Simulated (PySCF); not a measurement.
Input file:

```
{"job": {"kind": "uv", "xc": "PBE0", "basis": "def2-SVPD", "dynamic": true, "nstates": 6, "ntriplets": 0}, "charge": 0, "multiplicity": 1}
C      1.269456     0.390734     0.184745
S      0.208529     0.596600    -1.282047
Si    -1.533230    -0.448474    -0.612989
H      1.486581    -0.669097     0.379615
H      2.213628     0.907168    -0.033941
H      0.816458     0.847626     1.076502
H     -1.232794    -1.884868    -0.321488
H     -2.524728    -0.349241    -1.721527
H     -2.093027     0.166816     0.630795
```

Run with:

```sh
OMP_NUM_THREADS=1 python probes_run.py task.json out
```

Geometry: PBE0-D3(BJ)/def2-SVP.

The calculation used PySCF 2.14.0, PBE0/def2-SVPD, SCF density, gas phase.

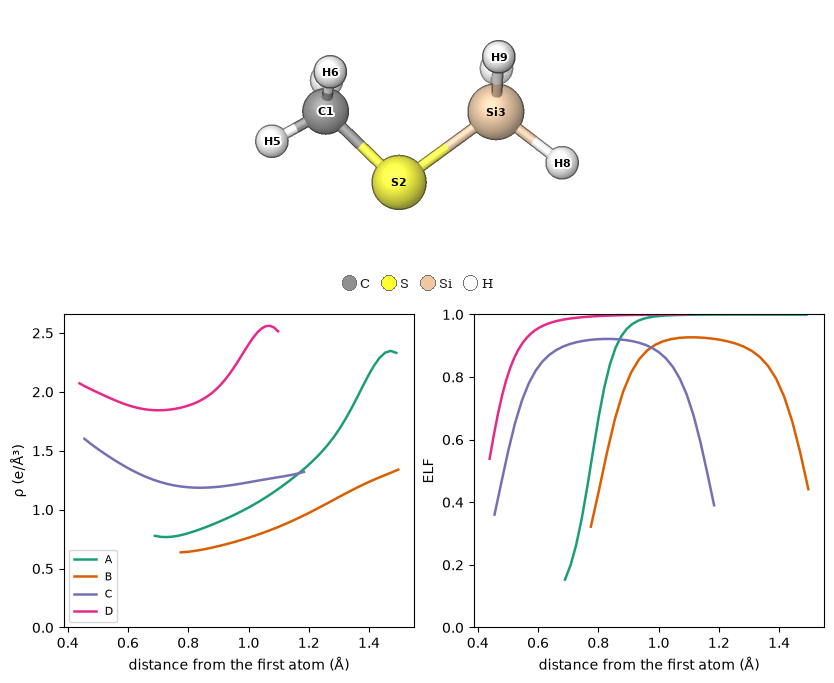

CH6SSi (methylsulfanylsilane). Electron density and electron localisation function along straight lines between neighbouring atoms. The curves leave out the atomic cores. The structure is drawn too.

> Which curve belongs to which contact (C–H, C–S, Si–H and Si–S)? The first atom named is at distance zero.

Curve A: Si–H (1.49 Å): the density is about 0.77 e/Å³ at the midpoint; the ELF climbs to about 1 towards the hydrogen, as it does in any bond to H. Curve B: Si–S (2.14 Å): the density is about 0.82 e/Å³ at the midpoint; the ELF peaks at about 0.95 between the atoms: a covalent bond. Curve C: C–S (1.82 Å): the density is about 1.2 e/Å³ at the midpoint; the ELF peaks at about 0.90 between the atoms, as expected for a shared electron pair. Curve D: C–H (1.10 Å): ρ is about 1.9 e/Å³ halfway; the ELF climbs to about 1 towards the hydrogen; an ordinary covalent bond to hydrogen.
